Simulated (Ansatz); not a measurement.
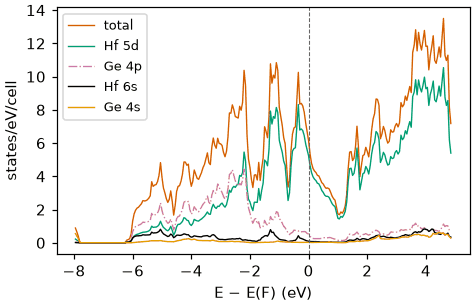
Figure. Total and projected density of states of Hf3Ge2 in space group P4/mbm (No. 127; Hf on 2a, Hf on 4h, Ge on 4g), DFT-r²SCAN in the program Ansatz with PAW potentials

**Question.** Which orbitals carry the states next to the Fermi level?

**Answer.** Within 0.5 eV of the Fermi level: Hf 5d 84 %, Ge 4p 8 %. Projections are on Löwdin-orthogonalised atomic valence shells; empty p or d shells of many metals are not among them.

**Question.** Where is the tallest occupied peak in this window, and what makes it?

**Answer.** Near -1.1 eV, about 11 states/eV per cell; the largest projected share is Hf 5d.

The first step of the workflow began from a Materials Project structure, measured or hypothetical; the Crystallography Open Database copy checked does not list it. Whether it is the stable phase at ambient conditions was not checked. The cell was relaxed with r²SCAN under the symmetry of its start; whether a distortion lowers the energy is not shown. No spin polarisation was allowed. Spin–orbit coupling is left out wherever it is not named.

Potentials: the earlier of the program's two PAW sets.
